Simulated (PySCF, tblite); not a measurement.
# C₇H₁₄BP: geometry, infrared bands and NMR shifts

What infrared bands and NMR shifts should C₇H₁₄BP (`C=CCCC(=C)B(C)P`) show?

Programs: tblite 0.8.0 and PySCF 2.14.0, with density-fitted response routines of our own. Each step states its level of theory. These are calculated values for one molecule in the gas phase, unless marked as measured. Atoms count from 0, in the outputs and in this text.

### Step 1. The molecule as given

23 atoms, charge 0, multiplicity 1; geometry from: force field or distance geometry start.

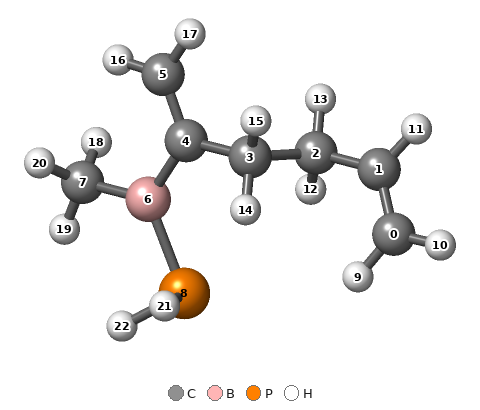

The starting geometry (carbon grey, boron pink, phosphorus orange, hydrogen white), atoms numbered.

### Step 2. Relaxing the molecule with GFN2-xTB

Job settings and geometry (Å):

```
{"job": {"kind": "relax", "xc": "GFN2-xTB", "basis": "xTB"}, "charge": 0, "multiplicity": 1}
C      3.274900    -0.040500     1.458600
C      2.968300    -0.588600     0.270100
C      1.561200    -0.826200    -0.150600
C      0.854500     0.507300    -0.505300
C     -0.577600     0.254600    -0.914500
C     -0.857000     0.081800    -2.228300
B     -1.727100     0.142800     0.169800
C     -3.227300    -0.177600    -0.246300
P     -1.301600     0.313500     2.062600
H      2.476300     0.275300     2.144400
H      4.298900     0.099900     1.750000
H      3.778200    -0.919800    -0.367000
H      0.995700    -1.353400     0.662000
H      1.560900    -1.475800    -1.056700
H      0.876700     1.193900     0.378400
H      1.414300     1.011900    -1.298400
H     -1.857200    -0.109600    -2.577400
H     -0.065100     0.126700    -2.971100
H     -3.267300    -1.142800    -0.793800
H     -3.881100    -0.261100     0.648100
H     -3.620300     0.636000    -0.898100
H     -1.015200     1.738700     1.962300
H     -2.668200     0.540200     2.511200
```

Command:

```sh
$ OMP_NUM_THREADS=1 python probes_run.py task.json out
```

This one command runs all jobs of the session in turn.

The program printed:

```text
step      E/eV     max force
  0    -701.53233    1.783
  1    -701.65199    1.379
  2    -701.72376    0.516
  3    -701.74576    0.417
  4    -701.75350    0.322
  5    -701.75905    0.171
  6    -701.76252    0.142
  7    -701.76570    0.177
  8    -701.76821    0.141
  9    -701.76996    0.099
 10    -701.77125    0.110
 11    -701.77273    0.117
 12    -701.77452    0.111
 13    -701.77642    0.110
 14    -701.77831    0.113
 15    -701.78043    0.124
 16    -701.78292    0.155
 17    -701.78550    0.146
 18    -701.78779    0.100
 19    -701.78982    0.091
 20    -701.79205    0.134
 21    -701.79486    0.139
 22    -701.79769    0.148
 23    -701.79993    0.120
 24    -701.80177    0.089
 25    -701.80350    0.089
 26    -701.80532    0.113
 27    -701.80737    0.131
 28    -701.80960    0.096
 29    -701.81222    0.109
 30    -701.81552    0.140
 31    -701.81940    0.206
 32    -701.82312    0.182
 33    -701.82606    0.095
 34    -701.82832    0.094
 35    -701.83047    0.125
 36    -701.83238    0.174
 37    -701.83467    0.109
 38    -701.83657    0.096
 39    -701.83800    0.113
 40    -701.84007    0.129
 41    -701.84281    0.119
 42    -701.84528    0.093
 43    -701.84746    0.092
 44    -701.84997    0.137
 45    -701.85255    0.139
 46    -701.85438    0.084
 47    -701.85544    0.123
 48    -701.85630    0.069
 49    -701.85731    0.075
 50    -701.85820    0.087
 51    -701.85915    0.090
 52    -701.85988    0.076
 53    -701.86067    0.071
 54    -701.86149    0.074
 55    -701.86231    0.071
 56    -701.86315    0.074
 57    -701.86406    0.071
 58    -701.86514    0.086
 59    -701.86645    0.082
 60    -701.86777    0.078
 61    -701.86880    0.056
 62    -701.86949    0.052
 63    -701.86997    0.054
 64    -701.87040    0.056
 65    -701.87083    0.046
 66    -701.87126    0.045
 67    -701.87167    0.042
 68    -701.87203    0.046
 69    -701.87236    0.043
 70    -701.87266    0.038
 71    -701.87292    0.035
 72    -701.87309    0.028
 73    -701.87324    0.032
 74    -701.87341    0.032
 75    -701.87362    0.029
 76    -701.87387    0.034
 77    -701.87410    0.031
 78    -701.87429    0.030
 79    -701.87447    0.024
 80    -701.87465    0.024
 81    -701.87480    0.021
 82    -701.87489    0.018
 83    -701.87497    0.018
 84    -701.87505    0.021
 85    -701.87515    0.026
 86    -701.87524    0.028
 87    -701.87532    0.023
 88    -701.87540    0.020
 89    -701.87550    0.022
 90    -701.87562    0.020
 91    -701.87572    0.024
 92    -701.87579    0.021
 93    -701.87586    0.016
 94    -701.87593    0.018
 95    -701.87600    0.016
 96    -701.87606    0.016
 97    -701.87613    0.019
 98    -701.87624    0.023
 99    -701.87639    0.028
100    -701.87658    0.026
101    -701.87678    0.031
102    -701.87701    0.034
103    -701.87736    0.046
104    -701.87785    0.057
105    -701.87840    0.056
106    -701.87886    0.043
107    -701.87931    0.048
108    -701.87967    0.050
109    -701.88026    0.057
110    -701.88074    0.051
111    -701.88106    0.052
112    -701.88127    0.081
113    -701.88155    0.030
114    -701.88179    0.028
115    -701.88205    0.023
116    -701.88223    0.032
117    -701.88241    0.037
118    -701.88271    0.036
119    -701.88309    0.035
120    -701.88342    0.043
121    -701.88371    0.036
122    -701.88398    0.041
123    -701.88427    0.040
124    -701.88460    0.034
125    -701.88488    0.030
126    -701.88522    0.042
127    -701.88552    0.048
128    -701.88582    0.042
129    -701.88618    0.041
130    -701.88647    0.040
131    -701.88665    0.028
132    -701.88691    0.033
133    -701.88714    0.036
134    -701.88739    0.038
135    -701.88766    0.028
136    -701.88789    0.039
137    -701.88803    0.037
138    -701.88821    0.040
139    -701.88835    0.030
140    -701.88855    0.018
141    -701.88867    0.025
142    -701.88884    0.025
143    -701.88895    0.024
144    -701.88903    0.019
145    -701.88909    0.018
146    -701.88914    0.017
147    -701.88919    0.016
148    -701.88924    0.021
149    -701.88932    0.027
150    -701.88942    0.030
151    -701.88956    0.034
152    -701.88972    0.037
153    -701.88985    0.026
154    -701.88993    0.019
155    -701.88998    0.016
156    -701.89001    0.015
157    -701.89006    0.014
158    -701.89011    0.015
159    -701.89017    0.014
160    -701.89023    0.015
161    -701.89028    0.016
162    -701.89035    0.018
163    -701.89042    0.019
164    -701.89050    0.018
165    -701.89056    0.018
166    -701.89063    0.017
167    -701.89069    0.016
168    -701.89074    0.016
169    -701.89077    0.017
170    -701.89080    0.014
171    -701.89083    0.014
172    -701.89086    0.012
173    -701.89089    0.016
174    -701.89093    0.019
175    -701.89097    0.015
176    -701.89101    0.013
177    -701.89106    0.012
178    -701.89111    0.019
179    -701.89118    0.019
180    -701.89124    0.017
181    -701.89129    0.013
182    -701.89134    0.015
183    -701.89139    0.022
184    -701.89144    0.021
185    -701.89149    0.017
186    -701.89154    0.018
187    -701.89159    0.019
188    -701.89166    0.026
189    -701.89173    0.028
190    -701.89182    0.024
191    -701.89188    0.015
192    -701.89195    0.013
193    -701.89199    0.014
194    -701.89204    0.014
195    -701.89207    0.012
196    -701.89209    0.009
```

Wall time 6.4 s (1 thread of Intel Xeon at 2.50GHz, shared host).

Relaxation path: (not every step is listed)

```tsv
step	energy from step 0 (eV)	largest force (eV/Å)
0	0.0000	1.7830
1	-0.1197	1.3786
2	-0.1914	0.5159
3	-0.2134	0.4171
4	-0.2212	0.3218
5	-0.2267	0.1709
6	-0.2302	0.1421
7	-0.2334	0.1767
8	-0.2359	0.1412
26	-0.2730	0.1131
44	-0.3176	0.1366
62	-0.3372	0.0516
80	-0.3423	0.0242
98	-0.3439	0.0229
116	-0.3499	0.0318
134	-0.3551	0.0379
152	-0.3574	0.0367
170	-0.3585	0.0137
188	-0.3593	0.0256
191	-0.3596	0.0153
192	-0.3596	0.0127
193	-0.3597	0.0140
194	-0.3597	0.0142
195	-0.3597	0.0124
196	-0.3598	0.0093
```

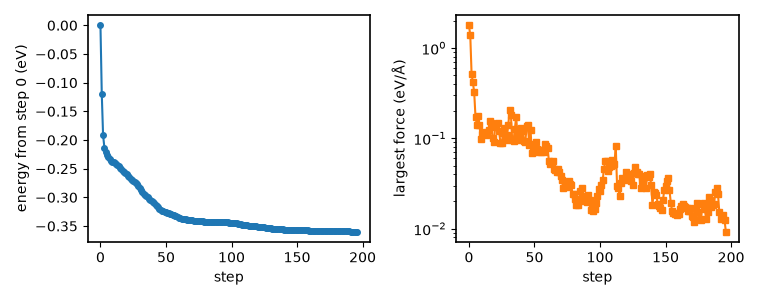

Energy and largest force along the relaxation.

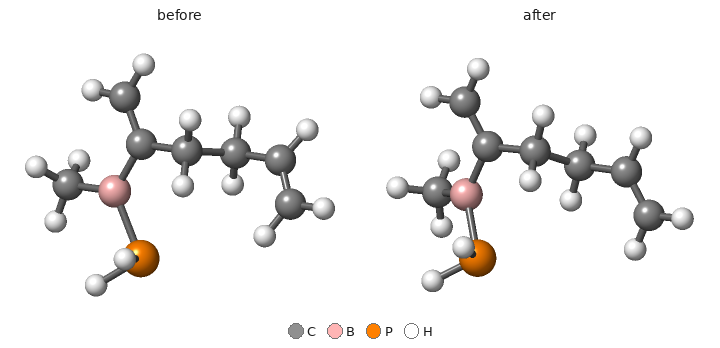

The geometry before (left) and after (right).

Close pairs (by a distance rule), those that changed most:

```tsv
bond	before (Å)	after (Å)	change (Å)
P8–H21	1.457	1.383	-0.074
P8–H22	1.456	1.383	-0.073
B6–P8	1.948	1.892	-0.056
C2–H12	1.122	1.093	-0.029
C4–B6	1.584	1.558	-0.026
C0–C1	1.344	1.319	-0.025
C3–H14	1.119	1.095	-0.024
C7–H18	1.110	1.088	-0.022
```

The next job starts from the end point, and lists it.

### Step 3. Infrared spectrum with GFN2-xTB

Job settings and geometry (Å):

```
{"job": {"kind": "ir", "xc": "GFN2-xTB", "basis": "xTB"}, "charge": 0, "multiplicity": 1}
C      3.223372    -0.536636     1.658112
C      2.818115    -0.568297     0.402932
C      1.393371    -0.734572    -0.014942
C      0.855241     0.554190    -0.655911
C     -0.596554     0.388786    -1.027806
C     -0.959987     0.440121    -2.311267
B     -1.638529     0.201120     0.115480
C     -2.936492    -0.676599    -0.081892
P     -1.308586     0.963126     1.815544
H      2.530724    -0.651250     2.476152
H      4.257775    -0.399069     1.924132
H      3.528502    -0.444853    -0.405330
H      0.777399    -0.983956     0.852949
H      1.311699    -1.548117    -0.741376
H      0.955761     1.365786     0.072663
H      1.454134     0.804873    -1.534642
H     -1.986886     0.323463    -2.615519
H     -0.251986     0.627686    -3.105022
H     -2.820551    -1.465206    -0.822281
H     -3.284104    -1.130628     0.845770
H     -3.749981    -0.037349    -0.430106
H     -0.969432     2.247743     1.431443
H     -2.607757     1.286623     2.160997
```

The program printed:

```text
mode    cm-1     km/mol
  1      32.6      0.63
  2      43.3      0.41
  3      58.8      0.34
  4      81.5      0.79
  5      89.9      0.02
  6     129.6      0.19
  7     153.4      1.85
  8     215.3      4.30
  9     230.6      0.82
 10     236.3      0.74
 11     307.9      6.79
 12     370.0      1.29
 13     388.2      3.20
 14     437.8      1.44
 15     524.0      9.83
 16     543.4     18.69
 17     627.8     35.37
 18     649.7      5.84
 19     690.1      0.17
 20     727.9      7.43
 21     797.0     21.87
 22     812.9      5.61
 23     816.2     55.27
 24     896.3     10.76
 25     911.0     23.62
 26     940.4      0.49
 27     960.1      1.50
 28    1002.7      2.95
 29    1023.3    117.14
 30    1026.2     25.39
 31    1056.7     48.98
 32    1064.2      0.39
 33    1103.8     24.99
 34    1138.3     30.62
 35    1184.2      9.46
 36    1245.7      6.27
 37    1252.8      4.40
 38    1263.2     12.70
 39    1294.4      2.72
 40    1331.9      0.61
 41    1384.6     25.60
 42    1414.8      2.10
 43    1417.7      1.26
 44    1472.9      0.58
 45    1475.6      1.29
 46    1481.1      1.15
 47    1491.8      1.60
 48    1644.6     13.87
 49    1720.3     14.11
 50    2305.6    101.92
 51    2392.9    162.26
 52    2931.5     22.51
 53    2954.5     56.97
 54    2963.2      1.78
 55    2971.4     77.13
 56    2982.8     19.66
 57    3010.7     25.10
 58    3028.9     25.31
 59    3046.6     48.55
 60    3070.8     41.88
 61    3097.2     20.96
 62    3111.1     39.40
 63    3123.2     65.29
```

It took 3.8 s on 1 thread of Intel Xeon at 2.50GHz, shared host.

The strongest bands and the atoms that carry them (share of the mass-weighted mode):

```tsv
cm⁻¹	km/mol	atoms
816	55.3	H20 23 %, H19 22 %, B6 21 %, C7 14 %
1023	117.1	B6 35 %, H18 13 %, H11 13 %, H9 11 %
1057	49.0	B6 31 %
2306	101.9	H21 54 %, H22 43 %
2393	162.3	H22 54 %, H21 43 %
2954	57.0	H13 73 %
2971	77.1	H15 48 %, H12 43 %
3123	65.3	H10 61 %, H9 28 %
```

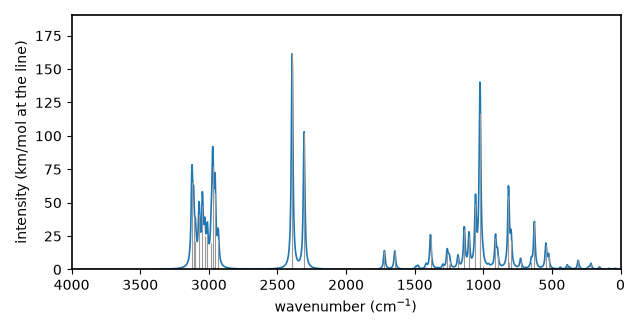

The infrared spectrum from these modes, unscaled. Lines are broadened to a width of 14 cm⁻¹ (Lorentzian).

### Step 4. Nuclear shieldings: PBE0/pcSseg-1

The job, as its differences from that of step 3:

```diff
@@ -1,2 +1,2 @@
-{"job": {"kind": "ir", "xc": "GFN2-xTB", "basis": "xTB"}, "charge": 0, "multiplicity": 1}
+{"job": {"kind": "nmr", "xc": "PBE0", "basis": "pcSseg-1"}, "charge": 0, "multiplicity": 1}
 C      3.223372    -0.536636     1.658112
```

With the program's defaults for keys left out, this is: GIAO PBE0/pcSseg-1 NMR shielding, non-relativistic, gas phase.

The program printed:

```text
coarse grid: 18992 points
cycle   1  E = -640.6505440429  dE =  8.595e-01  |g| = 4.908e-01  |ddm| = 4.202e+00
cycle   2  E = -640.6448233531  dE =  5.721e-03  |g| = 5.183e-01  |ddm| = 9.847e-01
cycle   3  E = -640.7180667001  dE = -7.324e-02  |g| = 7.200e-02  |ddm| = 5.857e-01
cycle   4  E = -640.7190289452  dE = -9.622e-04  |g| = 4.277e-02  |ddm| = 1.092e-01
cycle   5  E = -640.7194894407  dE = -4.605e-04  |g| = 8.331e-03  |ddm| = 4.027e-02
cycle   6  E = -640.7195092787  dE = -1.984e-05  |g| = 2.307e-03  |ddm| = 1.331e-02
cycle   7  E = -640.7195105423  dE = -1.264e-06  |g| = 5.300e-04  |ddm| = 3.001e-03
final grid: 176800 points
cycle   8  E = -640.7727753777  dE = -5.397e-05  |g| = 9.358e-03  |ddm| = 4.208e-02
cycle   9  E = -640.7727685346  dE =  6.843e-06  |g| = 1.057e-02  |ddm| = 1.902e-02
cycle  10  E = -640.7727988533  dE = -3.032e-05  |g| = 1.360e-03  |ddm| = 1.124e-02
cycle  11  E = -640.7727993370  dE = -4.837e-07  |g| = 2.923e-04  |ddm| = 1.473e-03
cycle  12  E = -640.7727993568  dE = -1.976e-08  |g| = 1.079e-04  |ddm| = 3.609e-04
cycle  13  E = -640.7727993600  dE = -3.197e-09  |g| = 2.735e-05  |ddm| = 1.446e-04
cycle  14  E = -640.7727993602  dE = -1.623e-10  |g| = 1.093e-05  |ddm| = 3.260e-05
converged SCF energy = -640.7727993602

GIAO shielding tensors (ppm)
atom      isotropic    diamagn.    paramagn.     s11        s22        s33       span
  0 C       65.128     253.238    -188.109    -46.217     83.983    157.618    203.835
  1 C       39.183     256.212    -217.029    -84.851     46.714    155.687    240.538
  2 C      143.392     250.305    -106.913    127.071    137.654    165.450     38.380
  3 C      138.954     251.303    -112.350    124.836    129.983    162.042     37.206
  4 C       17.498     261.344    -243.847    -99.621    -11.685    163.799    263.420
  5 C       56.844     254.172    -197.328    -41.469     60.909    151.093    192.562
  6 B       11.212     194.014    -182.802    -66.926    -20.300    120.861    187.786
  7 C      171.607     252.433     -80.826    151.821    175.696    187.303     35.482
  8 P      521.801     969.463    -447.662    462.339    493.797    609.266    146.927
  9 H       26.200      32.027      -5.826     23.124     25.281     30.196      7.072
 10 H       26.453      26.847      -0.394     23.795     25.335     30.230      6.435
 11 H       25.522      30.031      -4.510     22.977     25.096     28.492      5.515
 12 H       29.497      34.881      -5.384     25.750     30.516     32.224      6.474
 13 H       29.749      33.117      -3.368     26.241     29.485     33.522      7.280
 14 H       29.179      34.858      -5.680     26.590     29.015     31.931      5.341
 15 H       29.426      35.100      -5.674     25.966     29.192     33.121      7.155
 16 H       26.143      32.417      -6.274     23.123     25.360     29.946      6.823
 17 H       25.855      32.607      -6.752     22.826     25.181     29.559      6.733
 18 H       30.446      32.300      -1.853     26.509     29.370     35.461      8.952
 19 H       30.221      30.766      -0.544     26.216     30.265     34.183      7.966
 20 H       30.642      29.424       1.218     26.648     28.824     36.453      9.806
 21 H       29.088      31.396      -2.308     24.022     28.023     35.219     11.197
 22 H       29.423      30.824      -1.400     24.368     27.618     36.285     11.917
```

Run time: 3.2 min. Hardware: 1 thread of Intel Xeon at 2.50GHz, shared host; peak memory 1.1 GiB.

Shifts follow as δ = σ(reference) − σ, with reference shieldings (ppm) from runs at the same level and on the same kind of geometry: ¹H TMS 31.72, ¹³C TMS 186.9, ³¹P H3PO4 318.4, ¹¹B BF3·OEt2 100.1. The references are single molecules in the gas phase, so shifts against H2O, NH3, PH3, H3PO4 or CFCl3 are not on the usual liquid scales and can be off by tens of ppm. Atoms listed in one row are averaged.

```tsv
atoms	environment	σ (ppm)	δ (ppm)	δ scaled to CDCl3
C4	fully substituted alkene carbon	17.5	169.4	163.4
C1	alkene CH	39.2	147.7	142.3
C5	terminal =CH2 carbon	56.8	130.1	125.0
C0	terminal =CH2 carbon	65.1	121.8	117.0
C3	allylic sp3 CH2	139.0	48.0	44.9
C2	allylic sp3 CH2	143.4	43.5	40.6
C7	methyl carbon bonded to B	171.6	15.3	13.0
H11	hydrogen on an alkene CH	25.52	6.20	5.95
H17	hydrogen on a terminal =CH2 carbon	25.86	5.86	5.63
H16	hydrogen on a terminal =CH2 carbon	26.14	5.57	5.36
H9	hydrogen on a terminal =CH2 carbon	26.20	5.52	5.31
H10	hydrogen on a terminal =CH2 carbon	26.45	5.26	5.07
H21, H22	hydrogen on a phosphorus bonded to B	29.26	2.46	–
H14, H15	hydrogen on an allylic sp3 CH2	29.30	2.41	2.38
H12, H13	hydrogen on an allylic sp3 CH2	29.62	2.09	2.08
H18, H19, H20	hydrogen on a methyl carbon bonded to B	30.44	1.28	1.31
B6	boron bonded to 2 C, P	11.2	88.9	–
P8	phosphorus bonded to B, 2 H	521.8	-203.4	–
```

The scaled column applies a straight-line fit of computed shieldings to shifts measured in CDCl3 (root-mean-square error 0.16 ppm for H, 1.9 ppm for C).

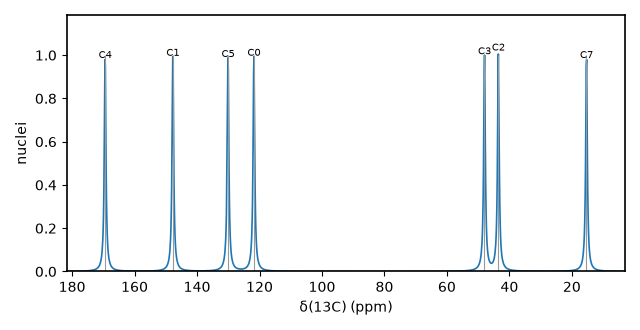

¹³C lines at the computed shifts, without couplings. Lines are broadened to a width of 0.62 ppm (Lorentzian).

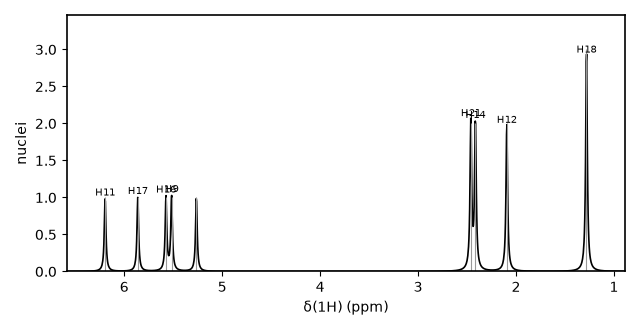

¹H lines at the computed shifts, without couplings. Lines are broadened to a width of 0.02 ppm (Lorentzian).

Charges from the same density, by scheme (e):

```tsv
atoms	Mulliken	IAO	Hirshfeld	ESP fit
C0	-0.15	-0.32	-0.11	-0.32
C1	-0.23	-0.13	-0.04	-0.36
C2	-0.20	-0.25	-0.07	0.21
C3	-0.15	-0.24	-0.07	-0.16
C4	-0.48	-0.10	-0.06	-0.20
C5	-0.08	-0.28	-0.08	-0.39
B6	0.30	0.09	0.13	0.46
C7	-0.50	-0.57	-0.20	-0.70
P8	-0.09	0.08	0.02	-0.36
```

IAO charges:

C0 -0.32; C1 -0.13; C2 -0.25; C3 -0.24; C4 -0.10; C5 -0.28; B6 0.09; C7 -0.57; P8 0.08; H9 0.15; H10 0.15; H11 0.14; H12 0.13; H13 0.14; H14 0.14; H15 0.13; H16 0.14; H17 0.14; H18 0.15; H19 0.15; H20 0.17; H21 0.00; H22 0.00

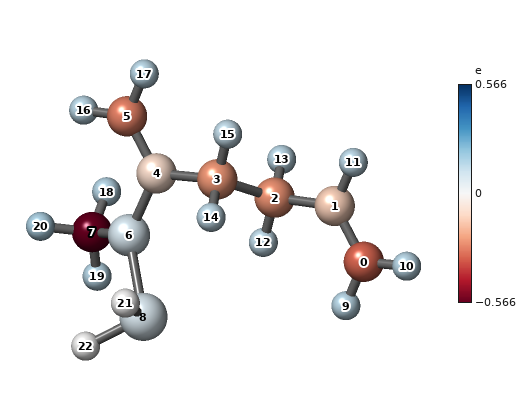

IAO charges, as colours on the atoms.

Mayer bond orders: C0–C1 1.99, C1–C2 1.05, C2–C3 1.00, C3–C4 1.06, C4–C5 1.96, C4–B6 0.93, B6–C7 1.07, B6–P8 1.18.

Orbitals, density, ELF and potential are computed afterwards from the orbital file.

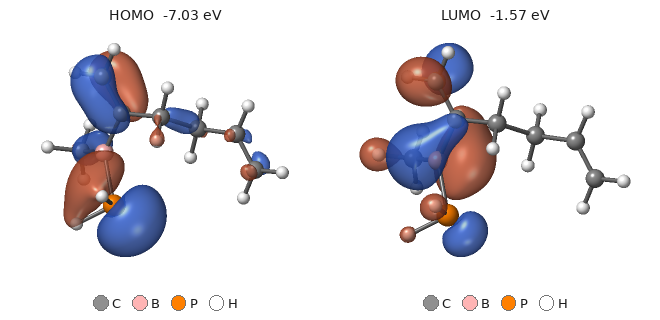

Frontier orbitals at PBE0/pcSseg-1; each surface holds 70 % of the orbital's density, blue and red mark the sign.

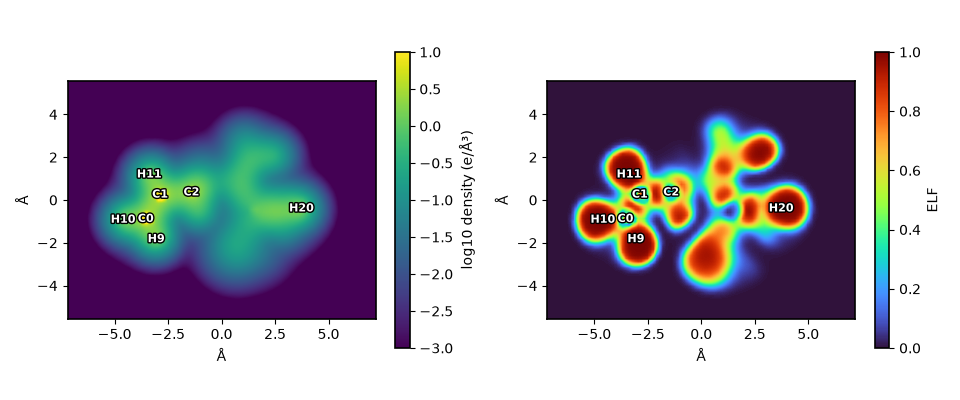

Density (left) and ELF (right) in a plane through or near 7 of the atoms.

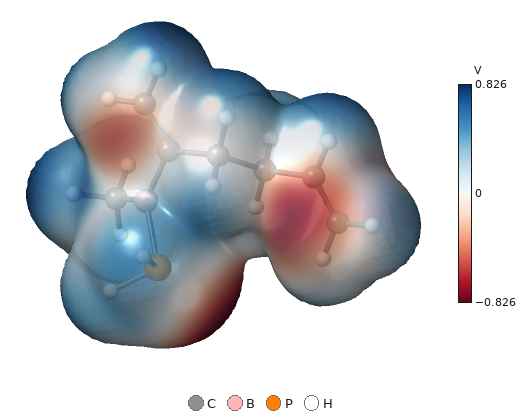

The potential that a unit positive charge feels on the 0.002 e/bohr³ surface, from -0.83 V near P8 to 0.76 V near H17.

### Step 5. Summary of results

| quantity | value |
| --- | --- |
| strongest single infrared mode (GFN2-xTB) | 2393 cm⁻¹, 162 km/mol |
| zero-point energy (GFN2-xTB) | 117.4 kcal/mol |
| ¹³C shifts against TMS (PBE0/pcSseg-1) | 169.4, 147.7, 130.1, 121.8, 48.0, 43.5, 15.3 ppm |
| ¹H shifts against TMS (PBE0/pcSseg-1, means over atoms taken as alike) | 6.20, 5.86, 5.57, 5.52, 5.26, 2.46, 2.41, 2.09, 1.28 ppm |
| ¹¹B shifts against BF3·OEt2 (PBE0/pcSseg-1) | 88.9 ppm |
| ³¹P shifts against H3PO4 (PBE0/pcSseg-1) | -203.4 ppm |
| surface potential, least and greatest | -0.83 V and 0.76 V |

In words: The optimisation took 196 steps and gained 0.360 eV; among the close pairs (by a distance rule), P8–H21 changed most, from 1.457 to 1.383 Å. No mode is imaginary among the 63: a minimum at this level. The strongest single mode, at 2393 cm⁻¹, moves mainly H22 and H21. GFN2-xTB is a fitted tight-binding method: band positions and strengths are rough. Its intensities can rank the bands wrongly. The most deshielded hydrogen is H11 (hydrogen on an alkene CH), at 6.20 ppm: olefinic region. At PBE0/pcSseg-1: The widest tensor belongs to C4: span 263 ppm, with a paramagnetic part of -244 ppm. By nearest atom (PBE0/pcSseg-1), the HOMO sits on P8 40 %; C5 15 % and the LUMO on B6 41 %; C5 16 %.
